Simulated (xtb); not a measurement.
BN$_{2}$H$_{5}$: frequency calculation

System: BN$_{2}$H$_{5}$.
Method: GFN2-xTB (xtb 6.7.1 later snapshot).

The geometry was optimised with GFN2-xTB.

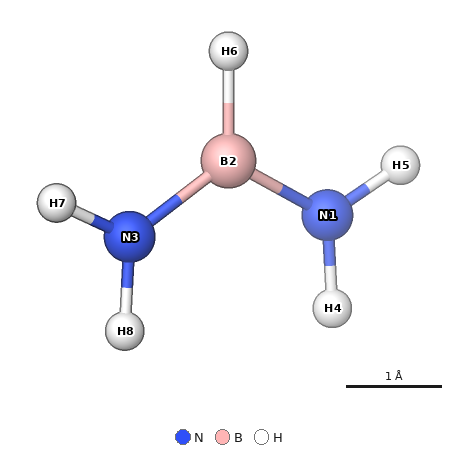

Figure 1. The structure (ball-and-stick view, seen at a tilt; atoms are numbered from 1 in the order of the input). Bond lengths as drawn: B–H 1.17 Å, B–N 1.40 Å and H–N 1.00 Å.

**The input (geom.xyz)**
```
8

N     -0.95045     0.51156    -0.56775
B      0.20747     0.41548     0.21591
N      0.83481    -0.82467     0.39645
H     -1.37547    -0.27632    -1.02440
H     -1.43933     1.37178    -0.73046
H      0.65266     1.37486     0.72117
H      1.66415    -0.95111     0.94570
H      0.49827    -1.67878    -0.01241
```

Run on 1 thread of Arm Neoverse N1, 24 GiB of memory available, shared host.

Command:
```bash
xtb geom.xyz --raman --hess --ptb --parallel 1 > run.log 2> xtb.err
```

**What the program printed**
```
* xtb version 6.7.1
   ID    Z sym.   atoms
    1    7 N      1, 3
    2    5 B      2
    3    1 H      4-8

           -------------------------------------------------
          |                Calculation Setup                |
           -------------------------------------------------

          program call               : xtb geom.xyz --raman --hess --ptb --parallel 1
          coordinate file            : geom.xyz
          omp threads                :                     1

           -------------------------------------------------
          |                 G F N 2 - x T B                 |
           -------------------------------------------------

      * Hamiltonian:
        H0-scaling (s, p, d)           1.850000    2.230000    2.230000
        zeta-weighting                 0.500000
      * Dispersion:
        s8                             2.700000
        a1                             0.520000
        a2                             5.000000
        s9                             5.000000
      * Repulsion:
        kExp                           1.500000    1.000000
        rExp                           1.000000
      * Coulomb:
        alpha                          2.000000
        third order                    shell-resolved
        anisotropic                    true
        a3                             3.000000
        a5                             4.000000
        cn-shift                       1.200000
        cn-exp                         4.000000
        max-rad                        5.000000

          ...................................................
          :                      SETUP                      :
          :.................................................:
          :  # basis functions                  17          :
          :  # atomic orbitals                  17          :
          :  # shells                           11          :
          :  # electrons                        18          :
          :  max. iterations                   250          :
          :  Hamiltonian                  GFN2-xTB          :
          :  restarted?                      false          :
          :  GBSA solvation                  false          :
          :  PC potential                    false          :
          :  electronic temp.          300.0000000     K    :
          :  accuracy                    1.0000000          :
          :  -> integral cutoff          0.2500000E+02      :
          :  -> integral neglect         0.1000000E-07      :
          :  -> SCF convergence          0.1000000E-05 Eh   :
          :  -> wf. convergence          0.1000000E-03 e    :
          :  Broyden damping             0.4000000          :
          :  net charge                          0          :
          :  unpaired electrons                  0          :
          ...................................................

 iter      E             dE          RMSdq      gap      omega  full diag
   1     -9.7247614 -0.972476E+01  0.720E+00    7.01       0.0  T
   2     -9.7892890 -0.645277E-01  0.461E+00    5.83       1.0  T
   3     -9.7889402  0.348797E-03  0.182E+00    7.14       1.0  T
   4     -9.7984738 -0.953357E-02  0.707E-01    6.48       1.0  T
   5     -9.7994110 -0.937172E-03  0.313E-01    6.74       1.0  T
   6     -9.8001276 -0.716630E-03  0.789E-02    6.58       1.0  T
   7     -9.8001813 -0.536550E-04  0.841E-03    6.61       4.2  T
   8     -9.8001813 -0.742500E-07  0.292E-03    6.60      12.1  T
   9     -9.8001814 -0.589348E-07  0.742E-04    6.60      47.7  T
  10     -9.8001814 -0.399000E-09  0.200E-04    6.60     176.6  T

   *** convergence criteria satisfied after 10 iterations ***

         #    Occupation            Energy/Eh            Energy/eV
      -------------------------------------------------------------
         1        2.0000           -0.5760206             -15.6743
       ...           ...                  ...                  ...
         3        2.0000           -0.5111574             -13.9093
         4        2.0000           -0.5020862             -13.6625
         5        2.0000           -0.4931706             -13.4199
         6        2.0000           -0.4467006             -12.1553
         7        2.0000           -0.4060748             -11.0499
         8        2.0000           -0.4010663             -10.9136
         9        2.0000           -0.3574485              -9.7267 (HOMO)
        10                         -0.1147558              -3.1227 (LUMO)
        11                          0.0540650               1.4712
        12                          0.1060322               2.8853
        13                          0.1926116               5.2412
        14                          0.2539287               6.9098
       ...                                ...                  ...
        17                          0.5493783              14.9493
      -------------------------------------------------------------
                  HL-Gap            0.2426927 Eh            6.6040 eV
             Fermi-level           -0.2361021 Eh           -6.4247 eV

 SCC (total)                   0 d,  0 h,  0 min,  0.003 sec
 SCC setup                      ...        0 min,  0.000 sec (  2.362%)
 Dispersion                     ...        0 min,  0.000 sec (  1.192%)
 classical contributions        ...        0 min,  0.000 sec (  0.251%)
 integral evaluation            ...        0 min,  0.000 sec ( 10.824%)
 iterations                     ...        0 min,  0.002 sec ( 56.599%)
 molecular gradient             ...        0 min,  0.001 sec ( 23.899%)
 printout                       ...        0 min,  0.000 sec (  4.451%)

         :::::::::::::::::::::::::::::::::::::::::::::::::::::
         ::                     SUMMARY                     ::
         :::::::::::::::::::::::::::::::::::::::::::::::::::::
         :: total energy              -9.668524351426 Eh    ::
         :: gradient norm              0.000062299537 Eh/a0 ::
         :: HOMO-LUMO gap              6.604003861413 eV    ::
         ::.................................................::
         :: SCC energy                -9.800181061931 Eh    ::
         :: -> isotropic ES            0.045415776279 Eh    ::
         :: -> anisotropic ES          0.007817625152 Eh    ::
         :: -> anisotropic XC          0.003808161670 Eh    ::
         :: -> dispersion             -0.002511272317 Eh    ::
         :: repulsion energy           0.131656710505 Eh    ::
         :: add. restraining           0.000000000000 Eh    ::
         :: total charge               0.000000000000 e     ::
         :::::::::::::::::::::::::::::::::::::::::::::::::::::

           -------------------------------------------------
          |                Numerical Hessian                |
           -------------------------------------------------
step length          :   0.00500
SCC accuracy         :   0.30000
Hessian scale factor :   1.00000
frozen atoms in %    :   0.00000    0
RMS gradient         :   0.00006
estimated CPU  time      0.00 min
Hessian matrix computed using GFN2-xTB.

           -------------------------------------------------
          |                      P T B                      |
           -------------------------------------------------

                              @@@ @

Calculating vibrational intensities using PTB ...
estimated CPU  time      0.02 min
... done.

writing file <hessian>, containing the non-mass-weighted Hessian matrix in atomic units (Eₕ/Bohr²).

 projected vibrational frequencies (cm⁻¹)
eigval :       -0.00    -0.00    -0.00    -0.00     0.00     0.00
eigval :      351.55   379.34   459.42   492.89   515.93   772.71
eigval :      823.47   888.37  1033.97  1167.41  1392.16  1545.55
eigval :     1548.67  2615.33  3505.95  3508.03  3558.37  3563.66
           -------------------------------------------------
          |                Property Printout                |
           -------------------------------------------------

    * Orbital Energies and Occupations

         #    Occupation            Energy/Eh            Energy/eV
      -------------------------------------------------------------
         1        2.0000           -0.5760214             -15.6743
         2        2.0000           -0.5733140             -15.6007
         3        2.0000           -0.5111578             -13.9093
         4        2.0000           -0.5020883             -13.6625
         5        2.0000           -0.4931709             -13.4199
         6        2.0000           -0.4467016             -12.1554
         7        2.0000           -0.4060760             -11.0499
         8        2.0000           -0.4010685             -10.9136
         9        2.0000           -0.3574485              -9.7267 (HOMO)
        10                         -0.1147597              -3.1228 (LUMO)
        11                          0.0540641               1.4712
        12                          0.1060314               2.8853
        13                          0.1926109               5.2412
        14                          0.2539287               6.9098
        15                          0.4179363              11.3726
        16                          0.5181410              14.0993
        17                          0.5493755              14.9493
      -------------------------------------------------------------
                  HL-Gap            0.2426888 Eh            6.6039 eV
             Fermi-level           -0.2361041 Eh           -6.4247 eV

     #   Z          covCN         q      C6AA      α(0)
     1   7          2.562    -0.356    29.188     8.024
     2   5          2.618     0.265    17.860     7.152
     3   7          2.562    -0.356    29.188     8.024
     4   1          0.860     0.142     1.459     1.892
     5   1          0.861     0.144     1.439     1.879
     6   1          0.938    -0.126     6.553     4.002
     7   1          0.861     0.144     1.439     1.879
     8   1          0.860     0.142     1.459     1.892

 Mol. C6AA /au·bohr⁶  :        499.584894
 Mol. C8AA /au·bohr⁸  :      10566.125346
 Mol. α(0) /au        :         34.743653

Wiberg/Mayer (AO) data.
largest (>0.10) Wiberg bond orders for each atom

 ---------------------------------------------------------------------------
     #   Z sym  total        # sym  WBO       # sym  WBO       # sym  WBO
 ---------------------------------------------------------------------------
Molecule has the following symmetry elements: (C2) 2*(sigma)
It seems to be the C2v point group
     1   7      3.279 --     2      1.271     5      0.968     4      0.965
     2   5      3.504 --     3      1.271     1      1.271     6      0.954
     3   7      3.279 --     2      1.271     7      0.968     8      0.965
     4   1      0.980 --     1      0.965
     5   1      0.979 --     1      0.968
     6   1      0.984 --     2      0.954
     7   1      0.979 --     3      0.968
     8   1      0.980 --     3      0.965
 ---------------------------------------------------------------------------

Topologies differ in total number of bonds
Writing topology from bond orders to xtbtopo.mol

molecular dipole:
                 x           y           z       tot (Debye)
 q only:       -0.147      -0.317      -0.167
   full:       -0.235      -0.507      -0.267       1.575
molecular quadrupole (traceless):
                xx          xy          yy          xz          yz          zz
 q only:        0.653      -1.344       0.087       1.184      -0.606      -0.739
  q+dip:        0.836      -1.883       0.904       2.625      -0.384      -1.739
   full:        0.931      -2.000       0.527       2.253      -0.665      -1.458

           -------------------------------------------------
          |               Frequency Printout                |
           -------------------------------------------------
 projected vibrational frequencies (cm⁻¹)
eigval :       -0.00    -0.00    -0.00    -0.00     0.00     0.00
eigval :      351.55   379.34   459.42   492.89   515.93   772.71
eigval :      823.47   888.37  1033.97  1167.41  1392.16  1545.55
eigval :     1548.67  2615.33  3505.95  3508.03  3558.37  3563.66
 reduced masses (amu)
    1:      2.20    2:      2.56    3:      3.82    4:      4.15    5:      4.00    6:      4.99
    7:      1.27    8:      2.00    9:      1.25   10:      1.01   11:      1.44   12:      1.14
   13:      1.21   14:      1.71   15:      1.16   16:      3.68   17:      2.89   18:      1.15
   19:      1.39   20:      1.09   21:      1.05   22:      1.05   23:      1.09   24:      1.09
 IR intensities (km·mol⁻¹)
    1:      3.58    2:      2.70    3:      0.27    4:      0.41    5:      0.85    6:      0.15
    7:      0.01    8:      0.06    9:    507.70   10:      0.09   11:     12.85   12:      0.46
   13:      9.51   14:     13.83   15:      4.37   16:     55.19   17:    259.07   18:     27.10
   19:    292.95   20:    140.21   21:     38.18   22:     20.95   23:     89.84   24:     28.47
 Raman intensities (Ä⁴*amu⁻¹)
    1:      3.19    2:      2.19    3:      0.77    4:      0.77    5:      0.96    6:      0.28
    7:      0.83    8:      0.26    9:      0.16   10:      0.07   11:      0.96   12:      0.01
   13:      0.03   14:      4.60   15:      0.98   16:      7.28   17:      1.02   18:      5.26
   19:      7.29   20:    129.99   21:      6.64   22:    193.42   23:     16.05   24:     45.29
 output can be read by thermo (or use thermo option).
 writing <g98.out> molden fake output.
 recommended (thermochemical) frequency scaling factor: 1.0
           -------------------------------------------------
          |             Thermodynamic Functions             |
           -------------------------------------------------

c2v symmetry found (for desy threshold:  0.10E+00) used in thermo

          ...................................................
          :                      SETUP                      :
          :.................................................:
          :  # frequencies                          18      :
          :  # imaginary freq.                       0      :
          :  linear?                             false      :
          :  only rotor calc.                    false      :
          :  symmetry                              c2v      :
          :  rotational number                       2      :
          :  scaling factor                  1.0000000      :
          :  rotor cutoff                   50.0000000 cm⁻¹ :
          :  imag. cutoff                  -20.0000000 cm⁻¹ :
          :.................................................:

    mode    ω/cm⁻¹     T·S(HO)/kcal·mol⁻¹    T·S(FR)/kcal·mol⁻¹   T·S(vib)
   ------------------------------------------------------------------------
   ------------------------------------------------------------------------

   temp. (K)  partition function   enthalpy   heat capacity  entropy
                                   cal/mol     cal/K/mol   cal/K/mol   J/K/mol
 298.15  VIB   2.11                 1047.702      9.537      4.998
         ROT  0.691E+04              888.727      2.981     20.551
         INT  0.146E+05             1936.430     12.518     25.548
         TR   0.889E+25             1481.212      4.968     37.262
         TOT                        3417.6419    17.4862    62.8098   262.7962

       T/K    H(0)-H(T)+PV         H(T)/Eh          T*S/Eh         G(T)/Eh
   ------------------------------------------------------------------------
    298.15    0.544636E-02    0.695148E-01    0.298430E-01    0.396718E-01
   ------------------------------------------------------------------------

         :::::::::::::::::::::::::::::::::::::::::::::::::::::
         ::                  THERMODYNAMIC                  ::
         :::::::::::::::::::::::::::::::::::::::::::::::::::::
         :: total free energy          -9.628852529422 Eh   ::
         ::.................................................::
         :: total energy               -9.668524351891 Eh   ::
         :: zero point energy           0.064068424917 Eh   ::
         :: G(RRHO) w/o ZPVE           -0.024396602448 Eh   ::
         :: G(RRHO) contrib.            0.039671822469 Eh   ::
         :::::::::::::::::::::::::::::::::::::::::::::::::::::

           -------------------------------------------------
          | TOTAL ENERGY               -9.668524351891 Eh   |
          | TOTAL ENTHALPY             -9.599009567912 Eh   |
          | TOTAL FREE ENERGY          -9.628852529422 Eh   |
          | GRADIENT NORM               0.000061103419 Eh/α |
          | HOMO-LUMO GAP               6.603898853278 eV   |
           -------------------------------------------------

------------------------------------------------------------------------
------------------------------------------------------------------------
 total:
 *  cpu-time:     0 d,  0 h,  0 min,  1.267 sec
 * ratio c/w:     0.998 speedup
 SCF:
 *  cpu-time:     0 d,  0 h,  0 min,  0.003 sec
 * ratio c/w:     1.000 speedup
 analytical hessian:
 *  cpu-time:     0 d,  0 h,  0 min,  1.253 sec
 * ratio c/w:     0.998 speedup
```

**File vibspectrum**
```
$vibrational spectrum
#  mode     symmetry     wave number   IR intensity   Raman activity   Raman scatt. cross-section   selection rules
#                           (cm⁻¹)      (km*mol⁻¹)      (Å⁴*amu⁻¹)             (Å²*sr⁻¹)              IR     RAMAN
     1                      -0.00         0.00000         0.00000             0.00000E+00              -       -
     2                      -0.00         0.00000         0.00000             0.00000E+00              -       -
     3                      -0.00         0.00000         0.00000             0.00000E+00              -       -
     4                      -0.00         0.00000         0.00000             0.00000E+00              -       -
     5                       0.00         0.00000         0.00000             0.00000E+00              -       -
     6                       0.00         0.00000         0.00000             0.00000E+00              -       -
     7        a            351.55         0.00964         0.82947             0.22371E-14             NO      YES
     8        a            379.34         0.06288         0.26353             0.63691E-15             YES     YES
     9        a            459.42       507.70340         0.15772             0.29164E-15             YES     YES
    10        a            492.89         0.09247         0.06929             0.11647E-15             YES     YES
    11        a            515.93        12.84565         0.95620             0.15117E-14             YES     YES
    12        a            772.71         0.46052         0.01096             0.10289E-16             YES     YES
    13        a            823.47         9.50848         0.02547             0.22079E-16             YES     YES
    14        a            888.37        13.83364         4.60342             0.36296E-14             YES     YES
    15        a           1033.97         4.37365         0.98148             0.63975E-15             YES     YES
    16        a           1167.41        55.18568         7.28461             0.40716E-14             YES     YES
    17        a           1392.16       259.07043         1.01992             0.45387E-15             YES     YES
    18        a           1545.55        27.10160         5.26114             0.20368E-14             YES     YES
    19        a           1548.67       292.95298         7.28971             0.28144E-14             YES     YES
    20        a           2615.33       140.21408       129.98694             0.23225E-13             YES     YES
    21        a           3505.95        38.18127         6.64227             0.71215E-15             YES     YES
    22        a           3508.03        20.95032       193.41523             0.20714E-13             YES     YES
    23        a           3558.37        89.83720        16.04995             0.16732E-14             YES     YES
    24        a           3563.66        28.46963        45.28919             0.47082E-14             YES     YES
$end
```

**Standard error**
```
normal termination of xtb
```

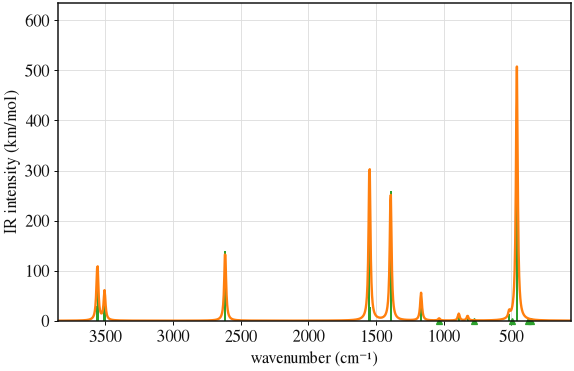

Figure 2. Harmonic infrared spectrum, unscaled: sticks (degenerate modes added up, dark ones marked on the axis) with a Lorentzian envelope of 16 cm⁻¹ full width, scaled to the tallest stick. 18 modes from 352 to 3564 cm⁻¹, none imaginary. The strongest line is at 459 cm⁻¹ (508 km/mol).

**Results in brief**

| quantity | value |
| --- | --- |
| outcome | converged |
| electrons treated | 18 |
| total energy | −9.668524 hartree |
| dispersion energy | −0.002511 hartree |
| basis functions | 17 |
| HOMO | −9.73 eV |
| LUMO | −3.12 eV |
| zero-point energy | 0.064068 hartree |
| dipole moment | 1.57 D |
| wavenumbers, lowest and highest | 352 and 3564 cm⁻¹ |
| wall time | 1.3 s |
| peak memory | 0.077 GiB |
